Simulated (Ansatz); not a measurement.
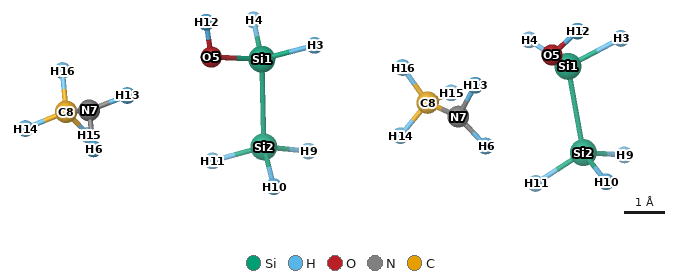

Two geometries of CH11NOSi2, drawn at one scale. One is the start of a relaxation, the other its converged end. Style: ball-and-stick. Shown at a tilt.

All numbers below come from Ansatz, RKS revPBE/6-31G*. (no spin polarisation; force threshold 0.03 eV/Å; at most 50 steps)

Which of the two is the end point?

The left one is the relaxed one. The run prepares an end point of a later path (reaction) calculation, from a guessed geometry. The atom that moves furthest after the best rigid fit is H4 (1.71 Å). By element the largest moves are H 1.71 Å, Si 0.87 Å, N 0.86 Å, C 0.65 Å, O 0.55 Å. Some distances before and after: Si1–Si2 2.262 → 2.355 Å, N7–C8 1.463 → 1.475 Å, Si1–O5 1.709 → 1.701 Å, Si1–H4 1.503 → 1.510 Å. Among the angles between lasting bonds that change: Si2–Si1–O5 115.3° → 106.5°, C8–N7–H13 115.4° → 108.8°, H3–Si1–O5 105.6° → 111.4°. Groups turn about Si1–O5 by about 55°, Si1–Si2 by about 25°. Over 31 accepted moves (35 points after the start) the energy falls by 0.341 eV. The largest force component goes from 1.3 to 0.029 eV/Å. The line search rejected the trial steps at points 6, 11, 27, 29 of the run.
